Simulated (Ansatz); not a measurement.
# BH2 (boron dihydride): U-revPBE/3-21G

What is the vertical doublet–quartet gap of BH2 (boron dihydride) at U-revPBE/3-21G? 

The results are computed with Ansatz 0.2.0.

58 further runs of the same task are left out: 58 set aside as unsound or not needed.

**1. The molecule**

BH2 has 3 atoms, charge 0, and is taken as a doublet. As SMILES, `[BH2]`. The shape is that of a GFN2-xTB optimisation.

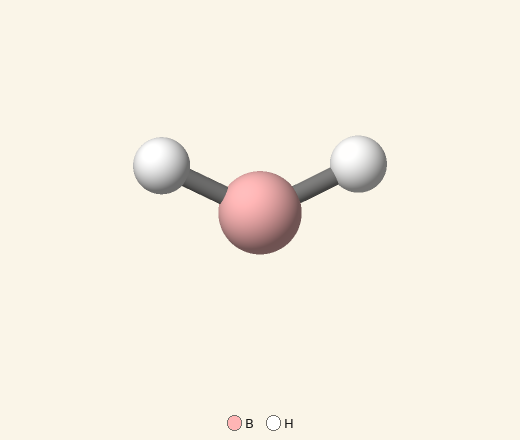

Viewed from a chosen angle; boron pink, hydrogen white.

**2. A single-point energy at U-revPBE/3-21G**

input.yaml

```yaml
crystal:
  periodic: [false, false, false]
  atoms:
    - {symbol: B, position_ang: [0.262840, -0.166230, 0.128640]}
    - {symbol: H, position_ang: [0.280020, 0.985320, 0.260980]}
    - {symbol: H, position_ang: [-0.542860, -0.819090, -0.389630]}
basis:
  gaussian:
    orbitals: 3-21G.json
magnetization:
  spin_polarized: true
  initial_magnetization: 1
accuracy: high
hamiltonian:
  xc: {name: revPBE}
```

The basis set 3-21G is read from a file made from the Basis Set Exchange's data (not shown).

Started as:

```console
$ ansatz run input.yaml --threads 1 --pin off --max-ram 2610MiB --events-out events.jsonl --progress --plain --runs-dir runs
```

What it wrote:

```text
Warning: RAYON_NUM_THREADS=1 ignored (pool sized by the plan → 1); use --threads N
Functional definition: revPBE
  name "revPBE"
  parameter kappa = 1.245
  parameter beta = 0.06672455060314922
  exchange = pbe_x(kappa = kappa, mu = beta*pi^2/3)
  correlation = pbe_c(beta = beta)
250 factors; integrals over basis functions are off by at most 1.0e-8 eV
mean field evaluation 1: about -700.9714 eV, gradient 6.2e0 eV
mean field evaluation 2: about -701.2135 eV, gradient 3.0e0 eV
mean field evaluation 4: about -701.2804 eV, gradient 4.3e-2 eV
mean field evaluation 8: about -701.2593 eV, gradient 1.3e-3 eV
mean field evaluation 16: about -700.0912 eV, gradient 2.3e0 eV
mean field -701.25925912 eV, -25.7708024420 hartree, gradient 8.0e-8 eV, S^2 0.750781; 0 other end points of the search recorded, 0 dependent functions left out
reference -701.25926153 eV, -25.7708025305 hartree; 4, 3 occupied and 9, 10 virtual orbitals, 250 factors
Total energy: -701.25926153 eV, -25.7708025305 hartree
```

Wall time 0.54 s (1 thread of Arm Neoverse V1, shared host).

**3. The quartet at the same level**

Changes to input.yaml since step 2:

```diff
@@ -1 +1,4 @@
+basis:
+  gaussian:
+    orbitals: 3-21G.json
 crystal:
@@ -6,8 +9,5 @@
     - {symbol: H, position_ang: [-0.542860, -0.819090, -0.389630]}
-basis:
-  gaussian:
-    orbitals: 3-21G.json
 magnetization:
   spin_polarized: true
-  initial_magnetization: 1
+  initial_magnetization: 3
 accuracy: high
```

The basis set 3-21G is read from a file made from the Basis Set Exchange's data (not shown).

Started as:

```console
$ ansatz run input.yaml --threads 1 --pin off --max-ram 2610MiB --events-out events.jsonl --progress --plain --runs-dir runs
```

What it wrote, shortened:

```text
Warning: RAYON_NUM_THREADS=1 ignored (pool sized by the plan → 1); use --threads N
[... 6 set-up lines as earlier in the session ...]
250 factors; integrals over basis functions are off by at most 1.0e-8 eV
mean field evaluation 1: about -695.3627 eV, gradient 8.3e0 eV
mean field evaluation 2: about -695.6855 eV, gradient 5.5e0 eV
mean field evaluation 4: about -695.9170 eV, gradient 1.3e-1 eV
mean field evaluation 8: about -695.9041 eV, gradient 9.0e-3 eV
mean field evaluation 16: about -695.9041 eV, gradient 5.6e-8 eV
mean field -695.90410463 eV, -25.5740041444 hartree, gradient 5.6e-8 eV, S^2 3.750488; 0 other end points of the search recorded, 0 dependent functions left out
reference -695.90410727 eV, -25.5740042415 hartree; 5, 2 occupied and 8, 11 virtual orbitals, 250 factors
Total energy: -695.90410727 eV, -25.5740042415 hartree
```

Wall time 0.54 s (1 thread of Arm Neoverse V1, shared host).

**4. Summary of results**

Level: U-revPBE/3-21G.

```
                                        quantity         value
                           doublet: total energy  -25.77080 Eh
                                   doublet: ⟨S²⟩         0.751
                           quartet: total energy  -25.57400 Eh
                                   quartet: ⟨S²⟩         3.750
vertical energy of the quartet above the doublet      5.355 eV
```

**Reading.** At this shape the quartet lies 5.36 eV (517 kJ/mol) above the doublet.
